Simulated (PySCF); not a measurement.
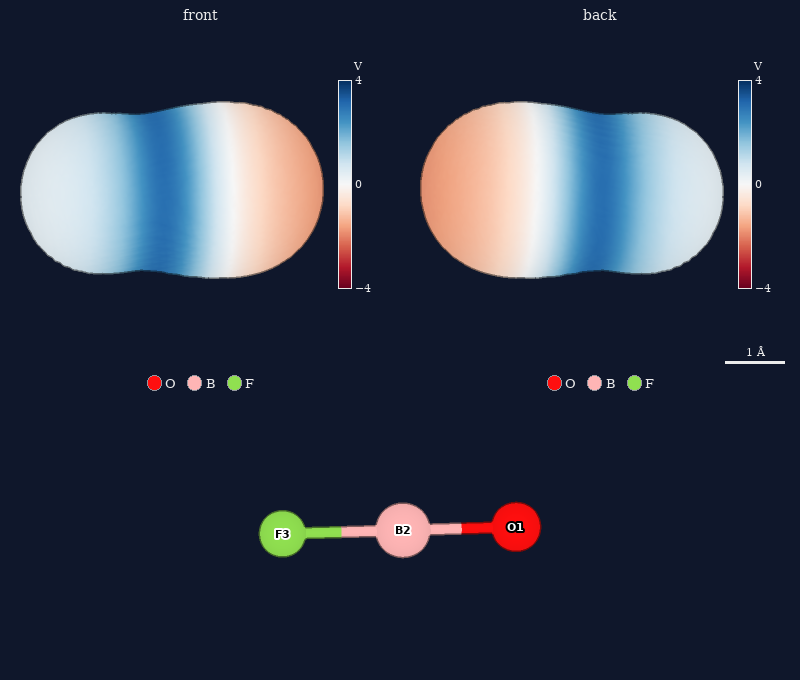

Figure. BFO (Fluorine Oxoborane). The molecular electrostatic potential painted on the density surface at 0.004 e/bohr³, seen from the front and from behind; red is negative and blue positive. The bare structure is drawn below in the same view.

Geometry: PBE0-D3(BJ)/def2-TZVP.

Method: PySCF 2.14.0, PBE0/pcSseg-2, SCF density, gas phase, non-relativistic.

Q: Describe the electrostatic potential map.

A: The most negative region (about −1.7 V) lies over O1, the most positive (about +3.0 V) over B2. O1 is the likeliest acceptor of a hydrogen bond.

Q: How polar is the molecule by this calculation?

A: Its dipole moment is 2.16 D.
